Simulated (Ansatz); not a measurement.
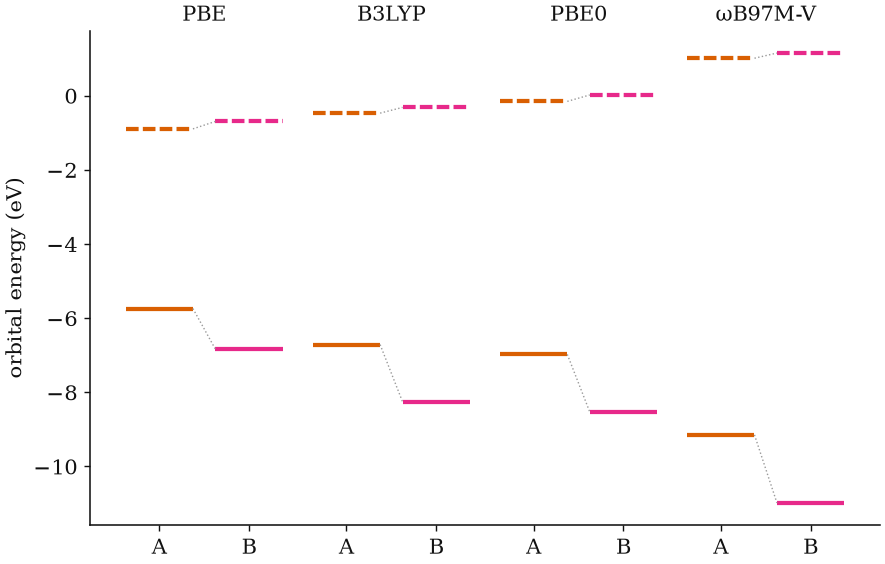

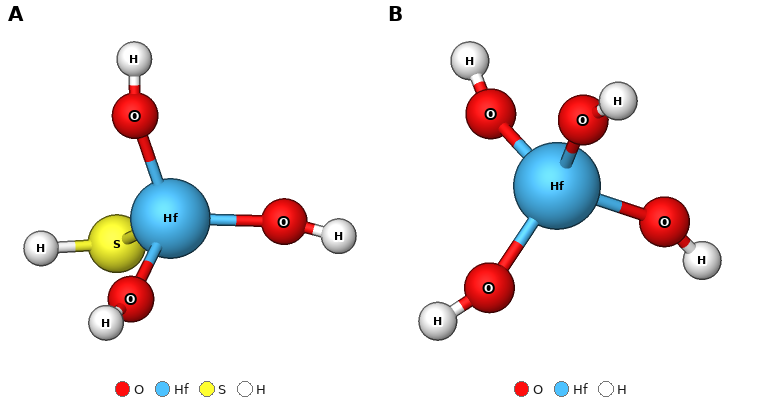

One change: A, HfH₄SO₃ (SMILES [OH][Hf]([OH])([OH])[SH]), becomes B, HfH₄O₄ (SMILES [OH][Hf]([OH])([OH])[OH]). SH on Hf is replaced by OH. HOMO (solid) and LUMO (dashed) computed in def2-TZVPP at PBE0-D4/def2-TZVP geometries, both minima by their frequencies, gas phase, the Ansatz code 0.2.0. Empty levels above zero depend strongly on the basis.

Question: What does the change do to HOMO and LUMO?

Answer: PBE: the HOMO falls by 1.10 eV, the LUMO rises by 0.20 eV, and the separation goes from 4.85 to 6.14 eV. B3LYP: the HOMO falls by 1.55 eV, the LUMO rises by 0.16 eV, and the separation goes from 6.24 to 7.94 eV. PBE0: the HOMO falls by 1.55 eV, the LUMO rises by 0.17 eV, and the separation goes from 6.83 to 8.55 eV. ωB97M-V: the HOMO falls by 1.84 eV, the LUMO rises by 0.14 eV, and the separation goes from 10.16 to 12.14 eV.

Question: Do the functionals agree on the effect?

Answer: They agree on the direction for both levels; the HOMO shift lies between −1.84 and −1.10 eV and the LUMO shift between 0.14 and 0.20 eV, while the separations themselves differ by up to 6.0 eV between functionals.

Note: core potentials past krypton; spin-orbit coupling is left out, and with Hf it can shift these values.
